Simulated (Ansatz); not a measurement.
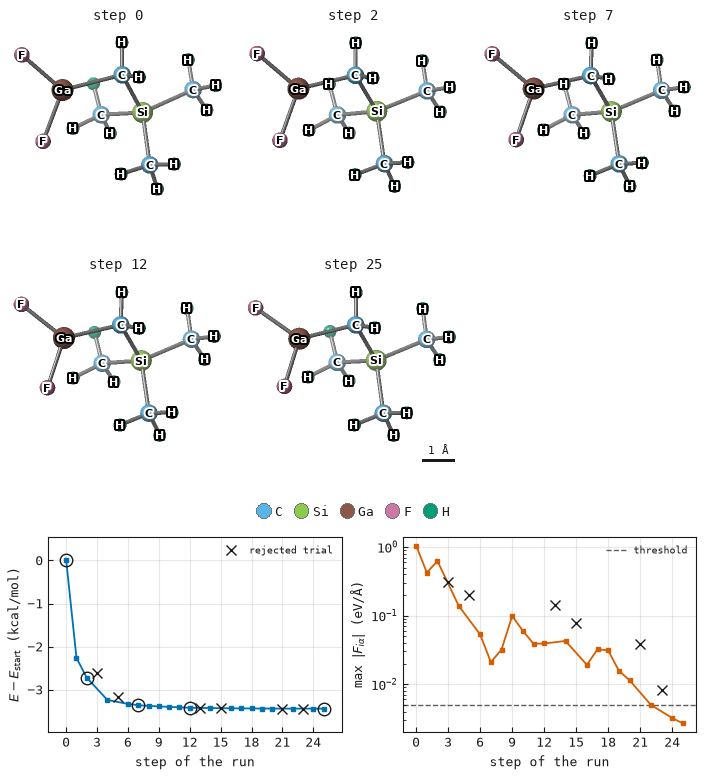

Frames of a relaxation of C4H11F2GaSi, marked on the history of the run. Style: ball-and-stick. Shown at a tilt.

The start comes from GFN2-xTB.

These are results of RKS PBE0-D4/def2-TZVP in Ansatz 0.2.0, not measurements. Settings: force threshold 0.005 eV/Å; at most 150 steps.

What happens along the run?

The atom that moves furthest after the best rigid fit is an F atom (0.84 Å). Largest moves by element: F 0.84 Å, H 0.18 Å, Ga 0.12 Å, C 0.10 Å, Si 0.06 Å. Among the contacts that change: C–Ga 2.020 → 1.927 Å, C–Si 1.907 → 1.871 Å, C–Si 1.924 → 1.889 Å, F–Ga 1.766 → 1.748 Å. Among the angles between lasting bonds that change: Si–C–Ga 107.3° → 111.0°, Si–C–H 109.4° → 112.0°, Si–C–H 112.3° → 109.7°. Groups turn about C–Ga by about 30°. The energy falls by 3.44 kcal/mol in 19 accepted moves (25 points after the start). Largest force component: 1 eV/Å at the start, 0.0027 eV/Å at the end. The line search rejected the trial steps at points 3, 5, 13, 15, 21, 23 of the run. From step 0 to 2: an F atom moves most (0.22 Å), energy −2.72 kcal/mol. From step 2 to 7: an F atom moves most (0.15 Å), energy −0.64 kcal/mol. From step 7 to 12: an F atom moves most (0.25 Å), energy −0.06 kcal/mol. From step 12 to 25: an F atom moves most (0.25 Å), energy −0.02 kcal/mol.

```json
{"step": "0", "E − E(0), kcal/mol": "0.00", "largest force component, eV/Å": "1.0428", "note": ""}
{"step": "1", "E − E(0), kcal/mol": "-2.26", "largest force component, eV/Å": "0.4238", "note": ""}
{"step": "2", "E − E(0), kcal/mol": "-2.72", "largest force component, eV/Å": "0.6207", "note": ""}
{"step": "3", "E − E(0), kcal/mol": "-2.61", "largest force component, eV/Å": "0.3114", "note": "rejected"}
{"step": "4", "E − E(0), kcal/mol": "-3.24", "largest force component, eV/Å": "0.1377", "note": ""}
{"step": "5", "E − E(0), kcal/mol": "-3.16", "largest force component, eV/Å": "0.2012", "note": "rejected"}
{"step": "6", "E − E(0), kcal/mol": "-3.33", "largest force component, eV/Å": "0.0530", "note": ""}
{"step": "7", "E − E(0), kcal/mol": "-3.36", "largest force component, eV/Å": "0.0210", "note": ""}
{"step": "8", "E − E(0), kcal/mol": "-3.37", "largest force component, eV/Å": "0.0320", "note": ""}
{"step": "9", "E − E(0), kcal/mol": "-3.39", "largest force component, eV/Å": "0.0987", "note": ""}
{"step": "10", "E − E(0), kcal/mol": "-3.40", "largest force component, eV/Å": "0.0599", "note": ""}
{"step": "11", "E − E(0), kcal/mol": "-3.41", "largest force component, eV/Å": "0.0389", "note": ""}
{"step": "12", "E − E(0), kcal/mol": "-3.42", "largest force component, eV/Å": "0.0392", "note": ""}
{"step": "13", "E − E(0), kcal/mol": "-3.41", "largest force component, eV/Å": "0.1406", "note": "rejected"}
{"step": "14", "E − E(0), kcal/mol": "-3.43", "largest force component, eV/Å": "0.0427", "note": ""}
{"step": "15", "E − E(0), kcal/mol": "-3.42", "largest force component, eV/Å": "0.0772", "note": "rejected"}
{"step": "16", "E − E(0), kcal/mol": "-3.43", "largest force component, eV/Å": "0.0192", "note": ""}
{"step": "17", "E − E(0), kcal/mol": "-3.43", "largest force component, eV/Å": "0.0324", "note": ""}
{"step": "18", "E − E(0), kcal/mol": "-3.44", "largest force component, eV/Å": "0.0310", "note": ""}
{"step": "19", "E − E(0), kcal/mol": "-3.44", "largest force component, eV/Å": "0.0157", "note": ""}
{"step": "20", "E − E(0), kcal/mol": "-3.44", "largest force component, eV/Å": "0.0114", "note": ""}
{"step": "21", "E − E(0), kcal/mol": "-3.44", "largest force component, eV/Å": "0.0382", "note": "rejected"}
{"step": "22", "E − E(0), kcal/mol": "-3.44", "largest force component, eV/Å": "0.0050", "note": ""}
{"step": "23", "E − E(0), kcal/mol": "-3.44", "largest force component, eV/Å": "0.0084", "note": "rejected"}
{"step": "24", "E − E(0), kcal/mol": "-3.44", "largest force component, eV/Å": "0.0032", "note": ""}
{"step": "25", "E − E(0), kcal/mol": "-3.44", "largest force component, eV/Å": "0.0027", "note": ""}
```
